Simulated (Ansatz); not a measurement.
**A hypothetical structure for TlCuGeSe4**

This structure for TlCuGeSe4 is made up. Its elements were placed in a known structure type with a cell scaled to their sizes. What cell does the guess relax to, and how far off was it?

Method: DFT, PBE, plane-wave PAW, files of the set soft_1, scalar-relativistic, ferromagnetic start, cell and ions relaxed at zero pressure; PAW set soft_1, in the first sound run; inputs show where later runs differ, in Ansatz 0.2.0.

## 1. Starting point

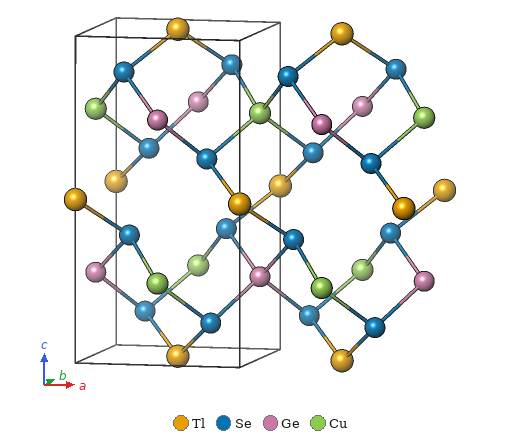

The cell as given, slightly off an axis (thallium orange, selenium blue, germanium pink, copper green). 2×1×1 cells are drawn. This picture shows the conventional cell, with its axes. Some periodic images of atoms are drawn too.

Structure file:

```cif
data_structure
_symmetry_space_group_name_H-M 'P 1'
_symmetry_Int_Tables_number 1
_cell_length_a 6.8310
_cell_length_b 6.8310
_cell_length_c 6.8310
_cell_angle_alpha 130.848
_cell_angle_beta 130.848
_cell_angle_gamma 72.054
_cell_volume 178.36
loop_
_atom_site_label
_atom_site_type_symbol
_atom_site_fract_x
_atom_site_fract_y
_atom_site_fract_z
_atom_site_occupancy
Tl1 Tl 0.50000 0.50000 0.00000 1
Se2 Se 0.88260 0.35450 0.99790 1
Se3 Se 0.35660 0.88470 0.00210 1
Se4 Se 0.64550 0.64340 0.52810 1
Se5 Se 0.11530 0.11740 0.47190 1
Ge6 Ge 0.75000 0.25000 0.50000 1
Cu7 Cu 0.25000 0.75000 0.50000 1
```

## 2. Relaxing cell and atoms

The guessed cell has no reason to be at equilibrium. It is relaxed with the atoms, within the space group of the guess.

File input.yaml:

```yaml
crystal:
  lattice:
    - [-2.841, 2.841, 5.5245]
    - [2.841, -2.841, 5.5245]
    - [2.841, 2.841, -5.5245]
  atoms:
    - { symbol: Tl, position: [0.5, 0.5, 0.0] }
    - { symbol: Se, position: [0.8826, 0.3545, 0.9979] }
    - { symbol: Se, position: [0.3566, 0.8847, 0.0021] }
    - { symbol: Se, position: [0.6455, 0.6434, 0.5281] }
    - { symbol: Se, position: [0.1153, 0.1174, 0.4719] }
    - { symbol: Ge, position: [0.75, 0.25, 0.5] }
    - { symbol: Cu, position: [0.25, 0.75, 0.5], spin: 0.6 }
magnetization:
  spin_polarized: true
kpoints:
  mp_grid: { grid: [7, 7, 7] }
scf:
  occupations: { method: fermi_dirac, width: 0.05 }
hamiltonian:
  xc: pbe
  pseudopotentials: { kind: paw, azcp: { folder: soft_1 } }
relax:
  f_tol: 0.015
  max_steps: 70
  cell: {}
output:
  forces: true
  stress: true
```

Started as:

```bash
ansatz run input.yaml --threads 4 --pin off --max-ram 10240MiB --backend cpu --events-out ev --progress --plain --runs-dir out
```

Numbers of over 12 decimals in the logs are rounded to 6 here.

Log:

```text
Engine: ansatz 0.2.0, x86_64-unknown-linux-gnu
Pseudopotentials: kind: paw
Pseudopotential: Tl, paw, valence charge 13, recommended cutoff 420 eV (normal), soft_1/Tl.paw.azcp
Pseudopotential: Se, paw, valence charge 16, recommended cutoff 420 eV (normal), soft_1/Se.paw.azcp
Pseudopotential: Ge, paw, valence charge 14, recommended cutoff 420 eV (normal), soft_1/Ge.paw.azcp
Pseudopotential: Cu, paw, valence charge 19, recommended cutoff 420 eV (normal), soft_1/Cu.paw.azcp
Functional definition: PBE
  parameter kappa = 0.804
  parameter beta = 0.066725
  exchange = pbe_x(kappa = kappa, mu = beta*pi^2/3)
  correlation = pbe_c(beta = beta)
Crystal: 7 atoms, lattice volume = 178.359 Å³
Basis set: ecut = 420 eV, 3531 PW (Γ), exchange–correlation on 96×96×96 points (8 copies of the dense FFT grid, shifted against one another)
Bands: 67, of which v1, the nominal top of the filled ones, is band 55 counted from 1 (54 counted from 0)
Symmetry: 4 space group operations
Space group: I-4 (ITA 82), of the structure as read, at distance tolerance 5.6e-5 Å
Magnetic group: BNS 82.39 (UNI 699), of the structure as read, at distance tolerance 5.6e-5 Å
k-points: 52 of 343 (time reversal used)
Non-local potential: Tl, projectors of the file, l = 0: 2, l = 1: 2, l = 2: 2, l = 3: 1
Non-local potential: Se, projectors of the file, l = 0: 2, l = 1: 2, l = 2: 3, l = 3: 1
Non-local potential: Ge, projectors of the file, l = 0: 2, l = 1: 2, l = 2: 3, l = 3: 1
Non-local potential: Cu, projectors of the file, l = 0: 3, l = 1: 2, l = 2: 3, l = 3: 1
PAW form: soft (Blöchl's): semilocal exchange-correlation on the pseudo side does not see the compensation charge
PAW one-centre angular grid: Tl, 590 points (default); XC on 64 Gauss nodes
PAW one-centre angular grid: Se, 590 points (default); XC on 64 Gauss nodes
PAW one-centre angular grid: Ge, 590 points (default); XC on 64 Gauss nodes
PAW one-centre angular grid: Cu, 590 points (default); XC on 64 Gauss nodes
Initial density: superposition of atomic densities (chi_scale 0.1, normalization cell, long waves kept (reshape's long-wave potential 0.03 eV rms))
Starting moments: Σ|m| = 0.6 μB on 1 of 7 sites
Initial wavefunctions: pseudopotential atomic-orbital guess
Functional: x = pbe(κ = 0.804, μ = 0.219515), c = pbe(β = 0.066725)
SCF iter   1: F=—  HF=-44248.606558 eV  |F-HF|=—  |Δ(HF+E_count)|=         —  Δρ=1.83e-1 (↑1.01e-1 ↓1.83e-1)  dr2=1.30e2  dr2_m=2.78e0  M=1.800 μB ∫|m|=1.878 μB  β_m=1.00  ethr=3.10e-3  ⟨swp⟩=6.0  Hψ=24611  notcnv=0
preconditioner: auto → Kerker (q_TF=auto, 2.517 Å⁻¹)  [metal: Δε(μ)=0.007 eV  Ē_g=10.903 eV  σ=0.050 eV  W_gap=0.03  n_scr=44 (ndim 8)  ℏωp=20.0 eV  f_vac=0.048  D(μ)=9.81/eV (n_scr^D=96)]
spin=Collinear: Kerker preconditioning applied to the charge; magnetization (m = ρ↑ − ρ↓) channel mixes plain (no charge-response kernel on spin).
SCF iter   2: F=—  HF=-44250.709026 eV  |F-HF|=—  |Δ(HF+E_count)|=    2.10e0  Δρ=1.33e-1 (↑2.32e-2 ↓1.33e-1)  dr2=2.04e1  dr2_m=6.50e0  M=0.000 μB ∫|m|=0.116 μB  β_m=0.30  ethr=3.10e-3  ⟨swp⟩=4.0  Hψ=21914  notcnv=0  defer=274
preconditioner: auto → Resta (q_TF=auto, 2.517 Å⁻¹)  ε∞=3.8  [insulator: Δε(μ)=0.745 eV  Ē_g=12.081 eV  σ=0.050 eV  W_gap=1.00  n_scr=44 (ndim 8)  ℏωp=20.0 eV  f_vac=0.057  D(μ)=0.00/eV (n_scr^D=0)  ε∞_Penn≈3.8]
spin=Collinear: Resta preconditioning applied to the charge; magnetization (m = ρ↑ − ρ↓) channel mixes plain (no charge-response kernel on spin).
SCF iter   3: F=—  HF=-44244.188066 eV  |F-HF|=—  |Δ(HF+E_count)|=    6.52e0  Δρ=7.38e-2 (↑1.80e-2 ↓7.38e-2)  dr2=4.90e0  dr2_m=3.04e0  M=0.000 μB ∫|m|=0.109 μB  β_m=0.30  ethr=3.10e-3  ⟨swp⟩=3.0  Hψ=16272  notcnv=0  defer=482
SCF iter   4: F=—  HF=-44243.616483 eV  |F-HF|=—  |Δ(HF+E_count)|=   5.72e-1  Δρ=3.63e-2 (↑3.63e-2 ↓2.21e-2)  dr2=4.39e-1  dr2_m=1.33e0  M=0.004 μB ∫|m|=0.168 μB  β_m=0.30  ethr=3.10e-3  ⟨swp⟩=2.5  Hψ=14648  notcnv=0  defer=532
SCF iter   5: F=—  HF=-44243.772721 eV  |F-HF|=—  |Δ(HF+E_count)|=   1.56e-1  Δρ=3.74e-2 (↑7.71e-3 ↓3.74e-2)  dr2=1.12e0  dr2_m=8.04e-1  M=0.000 μB ∫|m|=0.073 μB  β_m=0.30  ethr=3.99e-4  ⟨swp⟩=3.0  Hψ=14973  notcnv=0  defer=538
SCF iter   6: F=—  HF=-44243.640060 eV  |F-HF|=—  |Δ(HF+E_count)|=   1.33e-1  Δρ=1.64e-2 (↑1.45e-2 ↓1.64e-2)  dr2=3.00e-2  dr2_m=3.89e-1  M=0.001 μB ∫|m|=0.072 μB  β_m=0.30  ethr=3.99e-4  ⟨swp⟩=2.1  Hψ=13422  notcnv=0  defer=543
SCF iter   7: F=—  HF=-44243.657887 eV  |F-HF|=—  |Δ(HF+E_count)|=   1.78e-2  Δρ=1.18e-2 (↑1.06e-2 ↓1.18e-2)  dr2=5.91e-3  dr2_m=2.05e-1  M=0.000 μB ∫|m|=0.054 μB  β_m=0.30  ethr=2.72e-5  ⟨swp⟩=2.0  Hψ=13971  notcnv=0  defer=557
SCF iter   8: F=—  HF=-44243.672974 eV  |F-HF|=—  |Δ(HF+E_count)|=   1.51e-2  Δρ=8.94e-3 (↑8.94e-3 ↓7.25e-3)  dr2=3.03e-3  dr2_m=1.07e-1  M=0.000 μB ∫|m|=0.043 μB  β_m=0.30  ethr=5.37e-6  ⟨swp⟩=2.0  Hψ=9857  notcnv=0  defer=557
Mixer restart at iter 8: flushing history
spin-set hold released at iteration 8 (site moments contracting): the magnetisation degrees of freedom join the quasi-Newton model from the next iteration; the mixer history was flushed
SCF iter   9: F=—  HF=-44243.681405 eV  |F-HF|=—  |Δ(HF+E_count)|=   8.43e-3  Δρ=6.62e-3 (↑6.62e-3 ↓5.17e-3)  dr2=2.23e-3  dr2_m=5.67e-2  M=0.000 μB ∫|m|=0.032 μB  β_m=0.65  ethr=2.75e-6  ⟨swp⟩=2.0  Hψ=11985  notcnv=0  defer=557
SCF iter  10: F=—  HF=-44243.690452 eV  |F-HF|=—  |Δ(HF+E_count)|=   9.05e-3  Δρ=5.71e-4 (↑5.71e-4 ↓5.56e-4)  dr2=1.52e-3  dr2_m=3.48e-6  M=-0.000 μB ∫|m|=0.003 μB  β_m=0.54  ethr=2.03e-6  ⟨swp⟩=2.0  Hψ=12168  notcnv=0  defer=557
SCF iter  11: F=—  HF=-44243.690328 eV  |F-HF|=—  |Δ(HF+E_count)|=   1.24e-4  Δρ=2.96e-4 (↑2.96e-4 ↓2.89e-4)  dr2=3.97e-4  dr2_m=2.32e-6  M=-0.000 μB ∫|m|=0.003 μB  β_m=0.47  ethr=1.38e-6  ⟨swp⟩=2.0  Hψ=12163  notcnv=0  defer=554
SCF iter  12: F=—  HF=-44243.690293 eV  |F-HF|=—  |Δ(HF+E_count)|=   3.47e-5  Δρ=5.19e-5 (↑5.19e-5 ↓3.96e-5)  dr2=1.16e-5  dr2_m=1.18e-6  M=-0.000 μB ∫|m|=0.002 μB  β_m=0.73  ethr=3.61e-7  ⟨swp⟩=2.0  Hψ=7785  notcnv=0  defer=554
SCF iter  13: F=—  HF=-44243.690318 eV  |F-HF|=—  |Δ(HF+E_count)|=   2.52e-5  Δρ=5.30e-5 (↑3.91e-5 ↓5.30e-5)  dr2=1.22e-5  dr2_m=1.62e-7  M=0.000 μB ∫|m|=0.001 μB  β_m=0.68  ethr=1.05e-8  ⟨swp⟩=2.0  Hψ=12216  notcnv=0  defer=554
SCF iter  14: F=—  HF=-44243.690318 eV  |F-HF|=—  |Δ(HF+E_count)|=   3.98e-7  Δρ=1.05e-5 (↑7.71e-6 ↓1.05e-5)  dr2=5.97e-7  dr2_m=7.63e-9  M=0.000 μB ∫|m|=0.000 μB  β_m=0.59  ethr=1.05e-8  ⟨swp⟩=2.0  Hψ=9638  notcnv=0  defer=554
[...]
relax step   5: F+E_penalty+E_count = -44244.51659760 eV  Δ(F+E_penalty+E_count) = -4.954e-4 eV  max|allowed force component| = 9.482e-3 eV/Å  Δτ_max = 0.0061 Å  P = +0.030 GPa  Ω = 185.141 Å³  energy of the carried Pulay correction = -1.298e-3 eV  (7 SCF iters, dr2 threshold 5.65e-8 eV, accepted)
Initial wavefunctions: pseudopotential atomic-orbital guess (no wavefunctions were taken with the density)
iter 1 solved again at ethr=3.42e-7 eV; its pass at ethr=3.10e-3 eV (dr2=3.76e-4 eV) is discarded
SCF iter   1: F=—  HF=-44244.451368 eV  |F-HF|=—  |Δ(HF+E_count)|=         —  Δρ=6.83e-4 (↑6.83e-4 ↓6.83e-4)  dr2=1.75e-4  dr2_m=4.13e-12  M=0.000 μB ∫|m|=0.000 μB  β_m=0.30  ethr=3.42e-7  ⟨swp⟩=3.0  Hψ=41641  notcnv=0
preconditioner: auto → Resta (q_TF=auto, 2.502 Å⁻¹)  ε∞=4.5  [insulator: Δε(μ)=0.466 eV  Ē_g=10.525 eV  σ=0.050 eV  W_gap=0.93  n_scr=44 (ndim 8)  ℏωp=19.7 eV  f_vac=0.118  D(μ)=0.11/eV (n_scr^D=0)  ε∞_Penn≈4.5]
spin=Collinear: Resta preconditioning applied to the charge; magnetization (m = ρ↑ − ρ↓) channel mixes plain (no charge-response kernel on spin).
SCF iter   2: F=—  HF=-44244.483399 eV  |F-HF|=—  |Δ(HF+E_count)|=   3.20e-2  Δρ=4.79e-4 (↑4.79e-4 ↓4.79e-4)  dr2=5.79e-5  dr2_m=2.06e-12  M=0.000 μB ∫|m|=0.000 μB  β_m=0.38  ethr=1.59e-7  ⟨swp⟩=2.0  Hψ=9672  notcnv=0
SCF iter   3: F=—  HF=-44244.504325 eV  |F-HF|=—  |Δ(HF+E_count)|=   2.09e-2  Δρ=3.00e-4 (↑3.00e-4 ↓3.00e-4)  dr2=2.26e-5  dr2_m=8.58e-13  M=0.000 μB ∫|m|=0.000 μB  β_m=0.44  ethr=5.26e-8  ⟨swp⟩=2.0  Hψ=12594  notcnv=0
SCF iter   4: F=—  HF=-44244.516235 eV  |F-HF|=—  |Δ(HF+E_count)|=   1.19e-2  Δρ=1.10e-4 (↑1.10e-4 ↓1.10e-4)  dr2=6.70e-6  dr2_m=1.88e-13  M=0.000 μB ∫|m|=0.000 μB  β_m=0.63  ethr=2.05e-8  ⟨swp⟩=2.0  Hψ=9684  notcnv=0
SCF iter   5: F=—  HF=-44244.517968 eV  |F-HF|=—  |Δ(HF+E_count)|=   1.73e-3  Δρ=2.76e-5 (↑2.76e-5 ↓2.76e-5)  dr2=1.49e-6  dr2_m=9.44e-15  M=0.000 μB ∫|m|=0.000 μB  β_m=0.63  ethr=6.09e-9  ⟨swp⟩=2.0  Hψ=9624  notcnv=0
SCF iter   6: F=—  HF=-44244.518070 eV  |F-HF|=—  |Δ(HF+E_count)|=   1.02e-4  Δρ=5.05e-6 (↑5.05e-6 ↓5.05e-6)  dr2=2.36e-7  dr2_m=1.28e-15  M=-0.000 μB ∫|m|=0.000 μB  β_m=0.81  ethr=1.36e-9  ⟨swp⟩=2.0  Hψ=8900  notcnv=0
SCF iter   7: F=—  HF=-44244.518072 eV  |F-HF|=—  |Δ(HF+E_count)|=   2.09e-6  Δρ=1.53e-6 (↑1.53e-6 ↓1.53e-6)  dr2=1.41e-8  dr2_m=1.27e-15  M=0.000 μB ∫|m|=0.000 μB  β_m=0.83  ethr=2.14e-10  ⟨swp⟩=2.0  Hψ=9674  notcnv=0
SCF iter   8: F=—  HF=-44244.518072 eV  |F-HF|=—  |Δ(HF+E_count)|=   1.42e-8  Δρ=3.90e-7 (↑3.89e-7 ↓3.90e-7)  dr2=1.04e-9  dr2_m=7.04e-16  M=-0.000 μB ∫|m|=0.000 μB  β_m=0.92  ethr=1.28e-11  ⟨swp⟩=2.0  Hψ=9330  notcnv=0
SCF iter   9: F=—  HF=-44244.518055 eV  |F-HF|=—  |Δ(HF+E_count)|=   1.70e-5  Δρ=4.51e-7 (↑4.51e-7 ↓4.51e-7)  dr2=9.38e-10  dr2_m=2.14e-16  M=-0.000 μB ∫|m|=0.000 μB  β_m=0.84  ethr=1.00e-12  ⟨swp⟩=3.0  Hψ=15312  notcnv=0
SCF iter  10: F=—  HF=-44244.518055 eV  |F-HF|=—  |Δ(HF+E_count)|=   9.29e-9  Δρ=2.66e-7 (↑2.66e-7 ↓2.66e-7)  dr2=3.63e-10  dr2_m=8.95e-17  M=-0.000 μB ∫|m|=0.000 μB  β_m=0.92  ethr=1.00e-12  ⟨swp⟩=2.0  Hψ=10194  notcnv=0
SCF iter  11: F=—  HF=-44244.518055 eV  |F-HF|=—  |Δ(HF+E_count)|=   5.22e-9  Δρ=8.00e-8 (↑8.00e-8 ↓8.00e-8)  dr2=5.42e-11  dr2_m=3.90e-18  M=0.000 μB ∫|m|=0.000 μB  β_m=0.77  ethr=1.00e-12  ⟨swp⟩=2.0  Hψ=23308  notcnv=0
SCF iter  12: F=-44244.518055 eV  HF=-44244.518055 eV  |F-HF|=1.02e-10  |Δ(HF+E_count)|=  1.02e-10  Δρ=4.11e-8 (↑4.11e-8 ↓4.11e-8)  dr2=1.29e-11  dr2_m=2.23e-19  M=-0.000 μB ∫|m|=0.000 μB  ethr=1.00e-12  ⟨swp⟩=4.0  Hψ=20282  notcnv=0
the starting moments were not kept: the SCF closed with an absolute magnetisation of 2.6e-10 μB, where they sum to 0.6 μB in size (1 site). That is at most 0.1 of that sum. Measured as dr2_m measures the in/out step, that magnetisation stands 0 eV from none, at or under the dr2_threshold of 7.0e-11 eV: it is no larger than a step whose dr2_m would equal this threshold.
SCF 6 converged in 12 iterations: F = -44244.518055 eV  dr2 = 1.29e-11
relax step   6: F+E_penalty+E_count = -44244.51805507 eV  Δ(F+E_penalty+E_count) = -1.457e-3 eV  max|allowed force component| = 9.243e-3 eV/Å  Δτ_max = 0.0000 Å  P = +0.031 GPa  Ω = 185.141 Å³  stress off target by 3.98e-2 GPa  SCF on the basis re-selected at this cell (its energy is not comparable with the rows above)  (12 SCF iters)
basis re-selected at this cell: Δ(F+E_penalty+E_count) = -1.457e-3 eV, ΔP = +0.001 GPa vs the last step (what re-selecting the basis moved, of the pressure what is left beyond the Pulay correction that the steps carried, after the strain that the cell walked since its last selection, with what the two solves' SCF thresholds leave and, on support functions, any second-order correction that the steps lacked; it is no m [...]
SCF converged after 12 iterations
Magnetization: -0.0000 μB (55.0000 up, 55.0000 down)
Absolute magnetization: 0.0000 μB (∫|ρ↑−ρ↓|, with the PAW one-centre terms)
Spin contamination: 0.0000 ħ² per cell (⟨S²⟩ above its minimum at these occupations)
Per-site moments (μB) at R_I (Å): [(2.1602100972716564e-12, 1.132553), (2.3860558006273087e-12, 1.001828), (2.3862998709704054e-12, 1.001828), (2.386188807515413e-12, 1.001828), (2.3862854474428125e-12, 1.001828), (-3.347149265064793e-12, 1.001828), (-2.610957616057995e-12, 1.011954)]
Free energy (F): -44244.518055 eV
Harris-Foulkes:  -44244.518055 eV  (|F-HF|=1.02e-10)
Internal energy: -44244.516566 eV  (E = F + TS)
E sigma→0 (E₀):  -44244.517311 eV
Entropy (-TS):   -0.001489 eV (-0.213 meV/atom)
Fermi energy:    7.083687 eV
--- Per-component energies (eV) ---
  E_band       = -2333.163145
  E_kinetic    = 1058.393812
  E_local      = -21170.462996  (includes V_loc(G=0)·N_el)
  E_nonlocal   = 13.832039
  E_hartree    = 10217.817986
  E_xc         = -661.285795
  E_vxc        = -631.760954  (∫ρ·V_xc dr)
  E_paw        = -22542.342711  (= ΣΔE_a)
  E_vpaw       = -2038.800376  (= ΣTr[D̂ρ^β])
  E_aug_tail   = -0.000528  (compensation charges beyond the density's cutoff)
  E_ewald      = -11160.468372
  E_smearing   = -0.001489  (= −TS)
  E_closure    = 0.000000  (closes the sum)
  Σ components = -44244.518055   (vs F -44244.518055, Δ=0.00e0)
--- Forces (eV/Å), atoms counted from 1 ---
  atom   1  Tl     0.00000000     0.00000000    -0.00000000
  atom   2  Se     0.00227110     0.00924293     0.00113706
  atom   3  Se    -0.00227110    -0.00924293     0.00113706
  atom   4  Se     0.00924293    -0.00227110    -0.00113706
  atom   5  Se    -0.00924293     0.00227110    -0.00113706
  atom   6  Ge    -0.00000000     0.00000000     0.00000000
  atom   7  Cu     0.00000000    -0.00000000    -0.00000000
  max |Σ_I F_I| component: 3.21e-17 eV/Å
--- Stress (GPa, compression-positive) ---
        0.026357       0.000000      -0.000000
       -0.000000       0.026357       0.000000
       -0.000000       0.000000       0.039791
  P = ⅓ Tr σ = 0.0308 GPa (0.308 kbar)
--- Relaxed structure (5 steps of the walk, 5 accepted, 1 SCFs on fresh bases) ---
  F+E_penalty+E_count = -44244.51805507 eV   max|allowed force component| = 9.243e-3 eV/Å   (the final SCF, on the basis selected at the relaxed cell)
  cell:  # Å, volume = 185.1410 Å³
    - [-2.790363, 2.790363, 5.944580]
    - [2.790363, -2.790363, 5.944580]
    - [2.790363, 2.790363, -5.944580]
  atoms:
    - { symbol: Tl, position: [0.500000, 0.500000, -1.0903627218639805e-19] }
    - { symbol: Se, position: [0.915539, 0.343633, 0.996152] }
    - { symbol: Se, position: [0.347481, 0.919387, 0.00384775] }
    - { symbol: Se, position: [0.656367, 0.652519, 0.571906] }
    - { symbol: Se, position: [0.080613, 0.084461, 0.428094] }
    - { symbol: Ge, position: [0.75, 0.250000, 0.5] }
    - { symbol: Cu, position: [0.250000, 0.75, 0.5] }
```

The job ended after 1.8 min (4 threads of AMD EPYC 9R14 (Zen 4), shared host; peak memory 1.4 GiB).

Step by step:

```tsv
step	energy less that of the first step (eV)	largest force component (eV/Å)	pressure (GPa)	volume (Å³)
1	0.0000	1.2459	4.34	178.36
2	-0.7586	0.0476	-0.50	186.40
3	-0.8120	0.0198	-0.11	184.45
4	-0.8258	0.0301	0.08	184.72
5	-0.8263	0.0095	0.03	185.14
6*	-0.8277	0.0092	0.03	185.14
```

Relaxation steps marked * repeat the geometry before them on a plane-wave basis chosen anew for their cell, so energy and pressure can jump there.

The run keeps the 4 symmetry operations that it works with, so distortions that break them were not tested.

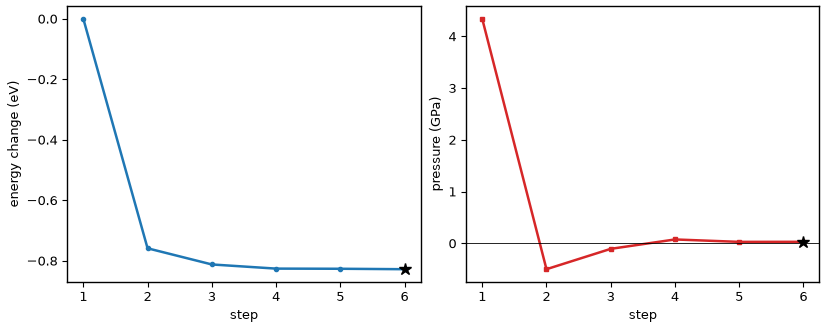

Energy and pressure along the relaxation. Stars mark steps on a basis chosen anew.

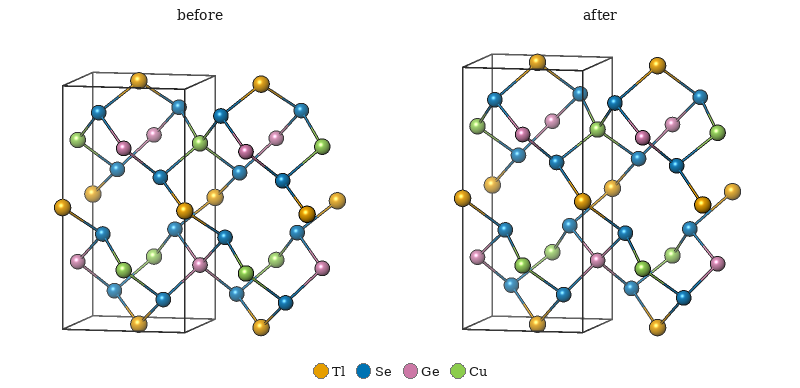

The structure before and after the relaxation, drawn at the same scale.

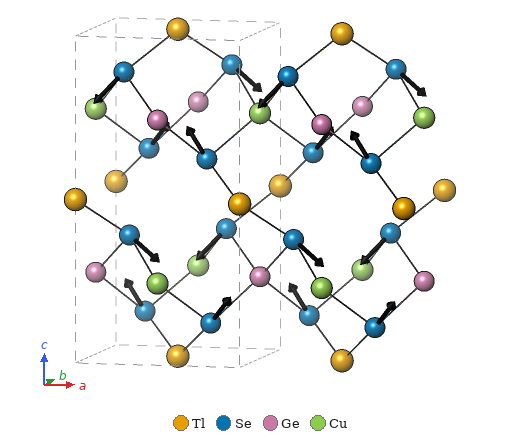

Displacements in the relaxation, exaggerated, measured against the changing cell; the longest in the cell stands for 0.22 Å. 2×1×1 conventional cells are drawn. Some periodic images of atoms are drawn too.

```tsv
conventional cell, symmetrised	before	after	change
a (Å)	5.682	5.581	-1.8 %
b (Å)	5.682	5.581	-1.8 %
c (Å)	11.049	11.889	+7.6 %
volume (Å³/atom)	25.48	26.45	+3.8 %
```

The atoms that moved most (Å, as changes of fractional coordinates times the final cell):

```tsv
atom	dx	dy	dz	length
Se3	0.127	-0.117	0.142	0.224
Se2	-0.127	0.117	0.142	0.224
Se5	-0.117	-0.127	-0.142	0.224
Se4	0.117	0.127	-0.142	0.224
```

Numbers from this step:

```yaml
free_energy: -44244.5181 eV
energy_at_zero_smearing: -44244.5173 eV
smearing_term_ts: 0.001489 eV
fermi_energy: 7.084 eV
gap_by_band_count: 0.001454 eV
electrons: 110
symmetry_operations: 4
pressure: 0.03084 GPa
```

Shortest distances by pair of elements, guess and relaxed (not always the same contact):

```tsv
pair	guess (Å)	relaxed (Å)
Ge–Se	2.468	2.429
Cu–Se	2.482	2.453
Se–Tl	2.500	2.746
Se–Se	3.765	3.379
Cu–Ge	4.018	3.946
```

The relaxation ends with a largest force component of 0.0092 eV/Å and a pressure of 0.03 GPa. No moment survives the cycle: this start ends non-magnetic.

(Part 1 of 2 ends here.)

[Logs are printed without paths, hosts, clocks, repeated set-up lines and the standing remarks that a program may print on its own settings, such as how far it seeks lower states.]

[Hosts, paths, dates, database ids (printed as entryN), source tags and the programs' standing remarks are cut or masked in the printed files.]
